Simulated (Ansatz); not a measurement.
**K+ with AlF3: structure and interaction energy**

Aim: relax the pair, then compute its interaction energy with counterpoise at many levels, up to CCSD(T).

Program: Ansatz 0.2.0, Gaussian basis. Level of theory: PBE0-D4 structure, single points in def2-TZVPPD. These are calculated values, not measurements.

Levels: PBE-D4, revPBE-D4, BLYP-D4, r2SCAN-D4, B97M-V, PBE0-D4, B3LYP-D4, HSE06-D4, wB97X-V, wB97M-V, B2PLYP, Hartree-Fock, MP2, CCSD, CCSD(T). The reference is CCSD(T) extrapolated to the basis limit. For elements past Ar these valence bases correlate outer-core shells poorly and lack relativity, so that limit is rough.

Correlated methods freeze the cores. The outer core shell of Li, Na, Mg and K is correlated. B3LYP uses VWN-RPA correlation. B2PLYP carries no dispersion term here.

163 further runs of the same task are left out: 163 set aside as unsound or not needed. Runs told in other sessions of the task aren't counted.

## 1. Starting geometry

The pair, from a GFN2-xTB docking trial: 5 atoms, charge 1, spin multiplicity 1.

Atoms are counted from 1 here; the program's logs count them from 0.

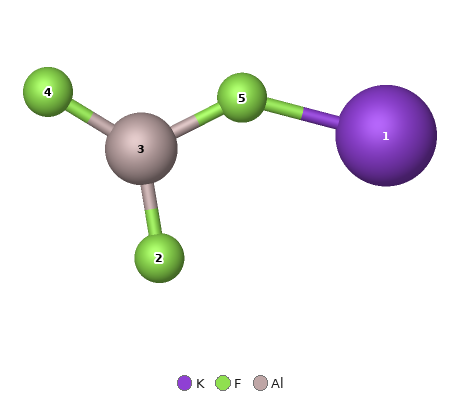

Start geometry, drawn with potassium purple, fluorine green, aluminium light grey; atoms are numbered from 1 in the order of the file.

Coordinates:

| atom | x (Å) | y (Å) | z (Å) |
| --- | --- | --- | --- |
| K1 | -0.1120 | -0.1965 | -2.8242 |
| F2 | 0.0812 | -1.5636 | 0.7314 |
| Al3 | 0.0350 | 0.0659 | 0.7999 |
| F4 | 0.0494 | 1.0691 | 2.0679 |
| F5 | -0.0535 | 0.6251 | -0.7750 |

Atoms 1 to 1 are fragment A (K+), the rest fragment B (AlF3).

## 2. A first relaxation in a small basis

The input, pre/in.yaml:

```yaml
crystal:
  periodic: [false, false, false]
  atoms:
    - {symbol: K, position_ang: [-0.112000, -0.196500, -2.824200]}
    - {symbol: F, position_ang: [0.081200, -1.563600, 0.731400]}
    - {symbol: Al, position_ang: [0.035000, 0.065900, 0.799900]}
    - {symbol: F, position_ang: [0.049400, 1.069100, 2.067900]}
    - {symbol: F, position_ang: [-0.053500, 0.625100, -0.775000]}
basis:
  gaussian: {orbitals: def2-SVP}
total_charge: 1
hamiltonian: {xc: pbe, dispersion: d4}
relax: {f_tol: 0.03, max_steps: 250}
```

Command:

```sh
> ansatz run in.yaml --threads 4 --pin off --events-out ev --progress --plain --max-ram 9574MiB
```

The log of the run:

```text
Functional definition: PBE
  name "PBE"
  cite "Perdew, Burke & Ernzerhof, Phys. Rev. Lett. 77, 3865 (1996) doi:10.1103/PhysRevLett.77.3865"
  parent pbe
  parameter kappa = 0.804
  parameter beta = 0.06672455060314922
  exchange = pbe_x(kappa = kappa, mu = beta*pi^2/3)
  correlation = pbe_c(beta = beta)
913 factors; their error is unknown
mean field evaluation 1: about -31026.1057 eV, gradient 1.1e2 eV
mean field evaluation 2: about -30919.7110 eV, gradient 2.6e2 eV
mean field evaluation 4: about -31044.4279 eV, gradient 2.7e1 eV
mean field evaluation 8: about -31045.4866 eV, gradient 3.2e-2 eV
mean field -31045.42787565 eV, -1140.8984310832 hartree, gradient 3.3e-5 eV, S^2 0.000000; 0 other end points of the search recorded, 0 dependent functions left out
the calculation of the forces begins
reference -31045.42797650 eV, -1140.8984347895 hartree; 29, 29 occupied and 55, 55 virtual orbitals, 913 factors
relax step   1: F+E_penalty+E_count = -31045.49977941 eV  Δ(F+E_penalty+E_count) = +0.000e0 eV  max|allowed force component| = 1.577e0 eV/Å  Δτ_max = 0.0000 Å  (24 SCF iters, accepted)
these checks for a lower state are left out or cut short: starts, cluster_reference, orbital_swaps, neighbouring_geometries, increment
913 factors; their error is unknown
mean field evaluation 16: about -31045.6146 eV, gradient 6.3e0 eV
mean field -31045.62949340 eV, -1140.9058403988 hartree, gradient 6.4e-6 eV, S^2 0.000000; 0 other end points of the search recorded, 0 dependent functions left out
the calculation of the forces begins
reference -31045.62959783 eV, -1140.9058442368 hartree; 29, 29 occupied and 55, 55 virtual orbitals, 913 factors
relax step   2: F+E_penalty+E_count = -31045.70025159 eV  Δ(F+E_penalty+E_count) = -2.005e-1 eV  max|allowed force component| = 3.848e-1 eV/Å  Δτ_max = 0.1828 Å  (25 SCF iters, accepted)
these checks for a lower state are left out or cut short: starts, cluster_reference, orbital_swaps, neighbouring_geometries, increment
913 factors; their error is unknown
mean field -31045.57329503 eV, -1140.9037751469 hartree, gradient 5.2e-6 eV, S^2 0.000000; 0 other end points of the search recorded, 0 dependent functions left out
the calculation of the forces begins
reference -31045.57340051 eV, -1140.9037790234 hartree; 29, 29 occupied and 55, 55 virtual orbitals, 913 factors
relax step   3: F+E_penalty+E_count = -31045.64533141 eV  Δ(F+E_penalty+E_count) = +5.492e-2 eV  max|allowed force component| = 1.031e0 eV/Å  Δτ_max = 0.1903 Å  (31 SCF iters, rejected (line search))
these checks for a lower state are left out or cut short: starts, cluster_reference, orbital_swaps, neighbouring_geometries, increment
913 factors; their error is unknown
mean field evaluation 32: about -31045.7318 eV, gradient 3.7e-2 eV
mean field -31045.67221930 eV, -1140.9074105467 hartree, gradient 8.6e-5 eV, S^2 0.000000; 0 other end points of the search recorded, 0 dependent functions left out
the calculation of the forces begins
reference -31045.67232400 eV, -1140.9074143945 hartree; 29, 29 occupied and 55, 55 virtual orbitals, 913 factors
relax step   4: F+E_penalty+E_count = -31045.74320897 eV  Δ(F+E_penalty+E_count) = -4.296e-2 eV  max|allowed force component| = 2.038e-1 eV/Å  Δτ_max = 0.0951 Å  (23 SCF iters, accepted)
these checks for a lower state are left out or cut short: starts, cluster_reference, orbital_swaps, neighbouring_geometries, increment
913 factors; their error is unknown
mean field -31045.68976830 eV, -1140.9080554607 hartree, gradient 3.7e-6 eV, S^2 0.000000; 0 other end points of the search recorded, 0 dependent functions left out
the calculation of the forces begins
reference -31045.68987269 eV, -1140.9080592971 hartree; 29, 29 occupied and 55, 55 virtual orbitals, 913 factors
relax step   5: F+E_penalty+E_count = -31045.76182782 eV  Δ(F+E_penalty+E_count) = -1.862e-2 eV  max|allowed force component| = 2.448e-1 eV/Å  Δτ_max = 0.0999 Å  (25 SCF iters, accepted)
these checks for a lower state are left out or cut short: starts, cluster_reference, orbital_swaps, neighbouring_geometries, increment
913 factors; their error is unknown
mean field -31045.70315946 eV, -1140.9085475766 hartree, gradient 8.9e-6 eV, S^2 0.000000; 0 other end points of the search recorded, 0 dependent functions left out
the calculation of the forces begins
reference -31045.70326311 eV, -1140.9085513859 hartree; 29, 29 occupied and 55, 55 virtual orbitals, 913 factors
relax step   6: F+E_penalty+E_count = -31045.77800041 eV  Δ(F+E_penalty+E_count) = -1.617e-2 eV  max|allowed force component| = 3.240e-1 eV/Å  Δτ_max = 0.1490 Å  (26 SCF iters, accepted)
these checks for a lower state are left out or cut short: starts, cluster_reference, orbital_swaps, neighbouring_geometries, increment
913 factors; their error is unknown
mean field -31045.72959276 eV, -1140.9095189827 hartree, gradient 8.8e-5 eV, S^2 0.000000; 0 other end points of the search recorded, 0 dependent functions left out
the calculation of the forces begins
reference -31045.72969485 eV, -1140.9095227343 hartree; 29, 29 occupied and 55, 55 virtual orbitals, 913 factors
relax step   7: F+E_penalty+E_count = -31045.80553995 eV  Δ(F+E_penalty+E_count) = -2.754e-2 eV  max|allowed force component| = 2.048e-1 eV/Å  Δτ_max = 0.2000 Å  (28 SCF iters, accepted)
these checks for a lower state are left out or cut short: starts, cluster_reference, orbital_swaps, neighbouring_geometries, increment
913 factors; their error is unknown
mean field -31045.73112925 eV, -1140.9095754477 hartree, gradient 1.9e-5 eV, S^2 0.000000; 0 other end points of the search recorded, 0 dependent functions left out
the calculation of the forces begins
reference -31045.73123089 eV, -1140.9095791829 hartree; 29, 29 occupied and 55, 55 virtual orbitals, 913 factors
relax step   8: F+E_penalty+E_count = -31045.80783550 eV  Δ(F+E_penalty+E_count) = -2.296e-3 eV  max|allowed force component| = 3.490e-1 eV/Å  Δτ_max = 0.1950 Å  (30 SCF iters, accepted)
these checks for a lower state are left out or cut short: starts, cluster_reference, orbital_swaps, neighbouring_geometries, increment
913 factors; their error is unknown
mean field evaluation 64: about -31045.7509 eV, gradient 3.9e0 eV
mean field -31045.72672287 eV, -1140.9094135162 hartree, gradient 7.3e-6 eV, S^2 0.000000; 0 other end points of the search recorded, 0 dependent functions left out
the calculation of the forces begins
reference -31045.72682470 eV, -1140.9094172581 hartree; 29, 29 occupied and 55, 55 virtual orbitals, 913 factors
relax step   9: F+E_penalty+E_count = -31045.80258770 eV  Δ(F+E_penalty+E_count) = +5.248e-3 eV  max|allowed force component| = 4.361e-1 eV/Å  Δτ_max = 0.0877 Å  (25 SCF iters, rejected (line search))
these checks for a lower state are left out or cut short: starts, cluster_reference, orbital_swaps, neighbouring_geometries, increment
913 factors; their error is unknown
mean field -31045.73582050 eV, -1140.9097478480 hartree, gradient 2.1e-5 eV, S^2 0.000000; 0 other end points of the search recorded, 0 dependent functions left out
the calculation of the forces begins
reference -31045.73592216 eV, -1140.9097515837 hartree; 29, 29 occupied and 55, 55 virtual orbitals, 913 factors
relax step  10: F+E_penalty+E_count = -31045.81257607 eV  Δ(F+E_penalty+E_count) = -4.741e-3 eV  max|allowed force component| = 1.768e-1 eV/Å  Δτ_max = 0.0427 Å  (24 SCF iters, accepted)
these checks for a lower state are left out or cut short: starts, cluster_reference, orbital_swaps, neighbouring_geometries, increment
913 factors; their error is unknown
mean field -31045.74208215 eV, -1140.9099779591 hartree, gradient 2.6e-5 eV, S^2 0.000000; 0 other end points of the search recorded, 0 dependent functions left out
the calculation of the forces begins
reference -31045.74218372 eV, -1140.9099816918 hartree; 29, 29 occupied and 55, 55 virtual orbitals, 913 factors
relax step  11: F+E_penalty+E_count = -31045.81829324 eV  Δ(F+E_penalty+E_count) = -5.717e-3 eV  max|allowed force component| = 1.380e-2 eV/Å  Δτ_max = 0.0513 Å  (24 SCF iters, accepted)
913 factors; their error is unknown
mean field evaluation 96: about -31045.7421 eV, gradient 3.1e-2 eV
mean field -31045.74208215 eV, -1140.9099779591 hartree, gradient 2.5e-5 eV, S^2 0.000000; 1 other end points of the search recorded, 0 dependent functions left out
the calculation of the forces begins
reference -31045.74218372 eV, -1140.9099816918 hartree; 29, 29 occupied and 55, 55 virtual orbitals, 913 factors
Total energy: -31045.81839481 eV, -1140.9127823979 hartree
Atom 0 at    -0.150758     0.407935    -3.298232 Å, force     0.002372    -0.000623     0.004331 eV/Å
Atom 1 at     0.099948    -1.674967     1.410951 Å, force     0.000780    -0.003337     0.004119 eV/Å
Atom 2 at     0.041441    -0.110902     0.898061 Å, force     0.001114     0.001295    -0.013804 eV/Å
Atom 3 at     0.032817     1.279513     1.780958 Å, force     0.000617     0.001684     0.003224 eV/Å
Atom 4 at    -0.023348     0.098421    -0.791738 Å, force    -0.004884     0.000981     0.002131 eV/Å
Dipole moment:    -0.105517     0.286979    -2.317333 e Å
```

It took 9.5 s on 4 threads of Arm Neoverse V1, shared host.

Step by step: (the energy doesn't fall at every step)

| step | energy from step 1 (eV) | largest force component (eV/Å) |
| --- | --- | --- |
| 1 | 0.0000 | 1.5768 |
| 2 | -0.2005 | 0.3848 |
| 3 | -0.1456 | 1.0307 |
| 4 | -0.2434 | 0.2038 |
| 5 | -0.2620 | 0.2448 |
| 6 | -0.2782 | 0.3240 |
| 7 | -0.3058 | 0.2048 |
| 8 | -0.3081 | 0.3490 |
| 9 | -0.3028 | 0.4361 |
| 10 | -0.3128 | 0.1768 |
| 11 | -0.3185 | 0.0138 |

Distances of close pairs at the start and the end, largest changes first:

| bond | before (Å) | after (Å) | change (Å) |
| --- | --- | --- | --- |
| K1–F5 | 2.209 | 2.529 | +0.320 |
| Al3–F5 | 1.674 | 1.704 | +0.030 |
| Al3–F4 | 1.617 | 1.647 | +0.030 |
| F2–Al3 | 1.632 | 1.647 | +0.015 |

## 3. Relaxation at PBE0-D4

The input, relax/in.yaml:

```yaml
crystal:
  periodic: [false, false, false]
  atoms:
    - {symbol: K, position_ang: [-0.150758, 0.407935, -3.298232]}
    - {symbol: F, position_ang: [0.099948, -1.674967, 1.410951]}
    - {symbol: Al, position_ang: [0.041441, -0.110902, 0.898061]}
    - {symbol: F, position_ang: [0.032817, 1.279513, 1.780958]}
    - {symbol: F, position_ang: [-0.023348, 0.098421, -0.791738]}
basis:
  gaussian: {orbitals: def2-TZVP}
total_charge: 1
hamiltonian: {xc: pbe0, dispersion: d4}
relax: {f_tol: 0.005, max_steps: 200}
```

Command:

```sh
> ansatz run in.yaml --threads 4 --pin off --events-out ev --progress --plain --max-ram 9574MiB
```

The log of the run, shortened:

```text
Functional definition: PBE0
  name "PBE0"
  cite "Adamo & Barone, J. Chem. Phys. 110, 6158 (1999) doi:10.1063/1.478522"
[... 2 set-up lines as earlier in the session ...]
[...]
1101 factors; their error is unknown
[...]
mean field -31062.51065827 eV, -1141.5262117655 hartree, gradient 2.0e-5 eV, S^2 0.000000; 0 other end points of the search recorded, 0 dependent functions left out
[...]
Atom 1 at     0.103272    -1.642469     1.413589 Å, force     0.000013    -0.000251    -0.000338 eV/Å
Atom 2 at     0.039684    -0.111368     0.898832 Å, force    -0.000117     0.000189    -0.000295 eV/Å
Atom 3 at     0.037555     1.247690     1.774187 Å, force     0.000009     0.000345    -0.000015 eV/Å
Atom 4 at    -0.033514     0.093655    -0.756716 Å, force     0.000126    -0.000292     0.000687 eV/Å
Dipole moment:    -0.106321     0.298499    -2.410107 e Å
```

It took 14 s on 4 threads of Arm Neoverse V1, shared host.

Step by step: (the energy doesn't fall at every step)

| step | energy from step 1 (eV) | largest force component (eV/Å) |
| --- | --- | --- |
| 1 | 0.0000 | 0.9759 |
| 2 | -0.0340 | 0.5569 |
| 3 | 0.1165 | 1.4896 |
| 4 | -0.0500 | 0.0237 |
| 5 | -0.0500 | 0.0108 |
| 6 | -0.0500 | 0.0007 |

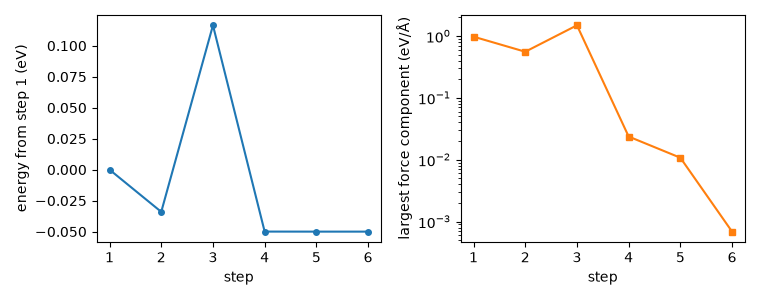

Energy and force, step by step.

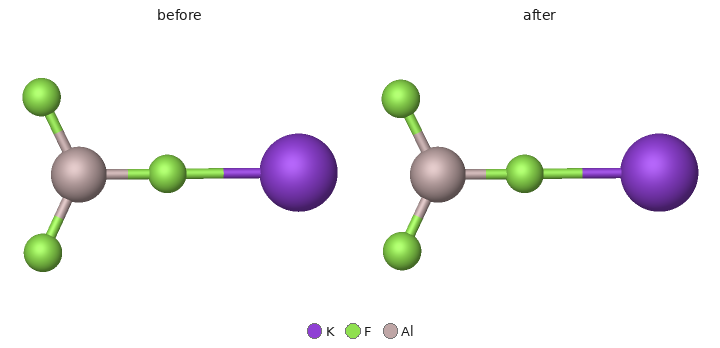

Before and after, at one scale.

Close pairs (by a distance rule), those that changed most:

| bond | before (Å) | after (Å) | change (Å) |
| --- | --- | --- | --- |
| K1–F5 | 2.529 | 2.595 | +0.067 |
| Al3–F5 | 1.704 | 1.670 | -0.034 |
| Al3–F4 | 1.647 | 1.617 | -0.031 |
| F2–Al3 | 1.647 | 1.617 | -0.030 |

The shortest distance between the fragments is K1–F5, 2.60 Å.

Counterpoise needs three runs a level at this geometry: the pair (ab), and each fragment in the basis of the whole pair, with ghost atoms in place of the other (a, b).

## 4. wB97X-V/def2-TZVPPD

The input, ab/in.yaml:

```yaml
crystal:
  periodic: [false, false, false]
  atoms:
    - {symbol: K, position_ang: [-0.146897, 0.412493, -3.329891]}
    - {symbol: F, position_ang: [0.103272, -1.642469, 1.413589]}
    - {symbol: Al, position_ang: [0.039684, -0.111368, 0.898832]}
    - {symbol: F, position_ang: [0.037555, 1.247690, 1.774187]}
    - {symbol: F, position_ang: [-0.033514, 0.093655, -0.756716]}
basis:
  gaussian: {orbitals: "def2-TZVPPD.json"}
total_charge: 1
hamiltonian: {xc: {name: wB97X-V}}
```

The input, a/in.yaml:

```yaml
crystal:
  periodic: [false, false, false]
  atoms:
    - {symbol: K, position_ang: [-0.146897, 0.412493, -3.329891]}
basis:
  gaussian:
    orbitals: "def2-TZVPPD.json"
    ghost_atoms:
      - {symbol: F, position_ang: [0.103272, -1.642469, 1.413589]}
      - {symbol: Al, position_ang: [0.039684, -0.111368, 0.898832]}
      - {symbol: F, position_ang: [0.037555, 1.247690, 1.774187]}
      - {symbol: F, position_ang: [-0.033514, 0.093655, -0.756716]}
total_charge: 1
hamiltonian: {xc: {name: wB97X-V}}
```

The input, b/in.yaml:

```yaml
crystal:
  periodic: [false, false, false]
  atoms:
    - {symbol: F, position_ang: [0.103272, -1.642469, 1.413589]}
    - {symbol: Al, position_ang: [0.039684, -0.111368, 0.898832]}
    - {symbol: F, position_ang: [0.037555, 1.247690, 1.774187]}
    - {symbol: F, position_ang: [-0.033514, 0.093655, -0.756716]}
basis:
  gaussian:
    orbitals: "def2-TZVPPD.json"
    ghost_atoms:
      - {symbol: K, position_ang: [-0.146897, 0.412493, -3.329891]}
hamiltonian: {xc: {name: wB97X-V}}
```

The basis file named in the input lies beside it (Basis Set Exchange, JSON).

The same command starts each run, in its folder.

Command:

```sh
> ansatz run in.yaml --threads 4 --pin off --events-out ev --progress --plain --max-ram 9574MiB
```

ab printed, shortened:

```text
Functional definition: wB97X-V
  name "wB97X-V"
  cite "Mardirossian & Head-Gordon, Phys. Chem. Chem. Phys. 16, 9904 (2014) doi:10.1039/C3CP54374A"
  cite "Becke, J. Chem. Phys. 107, 8554 (1997) doi:10.1063/1.475007"
  cite "Vydrov & Van Voorhis, J. Chem. Phys. 133, 244103 (2010) doi:10.1063/1.3521275"
[...]
      + integral(e_c_pw_opposite_spin*poly(b97_u_opposite, cos0, cos1)) + vv10(b, c)
1249 factors; their error is unknown
352 factors; integrals over basis functions are off by at most 4.0e-5 eV
[...]
mean field -31072.13341664 eV, -1141.8798416129 hartree, gradient 5.9e-5 eV, S^2 0.000000; 0 other end points of the search recorded, 0 dependent functions left out
reference -31072.13341352 eV, -1141.8798414984 hartree; 29, 29 occupied and 175, 175 virtual orbitals, 1249 factors
Total energy: -31072.13341352 eV, -1141.8798414984 hartree
```

Output in a, shortened:

```text
[... 5 set-up lines as earlier in the session ...]
[...]
      + integral(e_c_pw_opposite_spin*poly(b97_u_opposite, cos0, cos1)) + vv10(b, c)
1223 factors; their error is unknown
352 factors; integrals over basis functions are off by at most 4.1e-5 eV
[...]
mean field -16317.80988805 eV, -599.6684527769 hartree, gradient 6.9e-6 eV, S^2 0.000000; 0 other end points of the search recorded, 0 dependent functions left out
reference -16317.80988686 eV, -599.6684527333 hartree; 9, 9 occupied and 195, 195 virtual orbitals, 1223 factors
Total energy: -16317.80988686 eV, -599.6684527333 hartree
```

b printed, shortened:

```text
[... 5 set-up lines as earlier in the session ...]
[...]
      + integral(e_c_pw_opposite_spin*poly(b97_u_opposite, cos0, cos1)) + vv10(b, c)
1157 factors; their error is unknown
311 factors; integrals over basis functions are off by at most 8.5e-5 eV
[...]
mean field -14753.77858583 eV, -542.1913625588 hartree, gradient 8.8e-5 eV, S^2 0.000000; 0 other end points of the search recorded, 0 dependent functions left out
reference -14753.77858326 eV, -542.1913624645 hartree; 20, 20 occupied and 184, 184 virtual orbitals, 1157 factors
Total energy: -14753.77858326 eV, -542.1913624645 hartree
```

They took 7 s (ab), 4.1 s (a), 6 s (b) on 4 threads of Arm Neoverse V1, shared host; peak memory 0.58 GiB.

E(ab) − E(a) − E(b) = -52.58 kJ/mol.

## 5. wB97M-V/def2-TZVPPD

Each input of step 4 (ab, a, b) changes in the same lines:

```diff
-hamiltonian: {xc: {name: wB97X-V}}
+hamiltonian: {xc: {name: wB97M-V}}
```

One command serves all of them, each in its own folder.

Command:

```sh
> ansatz run in.yaml --threads 4 --pin off --events-out ev --progress --plain --max-ram 9574MiB
```

Output in ab, shortened:

```text
Functional definition: wB97M-V
  name "wB97M-V"
  cite "Mardirossian & Head-Gordon, J. Chem. Phys. 144, 214110 (2016) doi:10.1063/1.4952647"
[... 2 set-up lines as earlier in the session ...]
  # Of w^i u^j: cxij and so on, Table III.
[...]
  gx(w, u) = 1 - cx + cx01*u + cx10*w
[...]
      + integral(e_c_pw_mod_opposite_spin*gos(b97_w_opposite, b97_u_opposite)) + vv10(b, c)
1239 factors; their error is unknown
352 factors; integrals over basis functions are off by at most 4.0e-5 eV
[...]
mean field -31075.41401194 eV, -1142.0004012666 hartree, gradient 5.1e-5 eV, S^2 0.000000; 0 other end points of the search recorded, 0 dependent functions left out
reference -31075.41409090 eV, -1142.0004041685 hartree; 29, 29 occupied and 175, 175 virtual orbitals, 1239 factors
Total energy: -31075.41409090 eV, -1142.0004041685 hartree
```

Output in a, shortened:

```text
[... 5 set-up lines as earlier in the session ...]
  # Of w^i u^j: cxij and so on, Table III.
[...]
  gx(w, u) = 1 - cx + cx01*u + cx10*w
[...]
      + integral(e_c_pw_mod_opposite_spin*gos(b97_w_opposite, b97_u_opposite)) + vv10(b, c)
1220 factors; their error is unknown
352 factors; integrals over basis functions are off by at most 4.1e-5 eV
[...]
mean field -16319.33657193 eV, -599.7245573749 hartree, gradient 4.4e-6 eV, S^2 0.000000; 0 other end points of the search recorded, 0 dependent functions left out
reference -16319.33660410 eV, -599.7245585570 hartree; 9, 9 occupied and 195, 195 virtual orbitals, 1220 factors
Total energy: -16319.33660410 eV, -599.7245585570 hartree
```

Output in b, shortened:

```text
[... 5 set-up lines as earlier in the session ...]
  # Of w^i u^j: cxij and so on, Table III.
[...]
  gx(w, u) = 1 - cx + cx01*u + cx10*w
[...]
      + integral(e_c_pw_mod_opposite_spin*gos(b97_w_opposite, b97_u_opposite)) + vv10(b, c)
1150 factors; their error is unknown
311 factors; integrals over basis functions are off by at most 8.5e-5 eV
[...]
mean field -14755.53256627 eV, -542.2558201512 hartree, gradient 8.0e-5 eV, S^2 0.000000; 0 other end points of the search recorded, 0 dependent functions left out
reference -14755.53262920 eV, -542.2558224640 hartree; 20, 20 occupied and 184, 184 virtual orbitals, 1150 factors
Total energy: -14755.53262920 eV, -542.2558224640 hartree
```

Wall times: 8.5 s (ab), 4.4 s (a), 8.5 s (b) on 4 threads of Arm Neoverse V1, shared host; peak memory 0.6 GiB.

E(ab) − E(a) − E(b) = -52.57 kJ/mol.

(Part 1 of 3 ends here.)
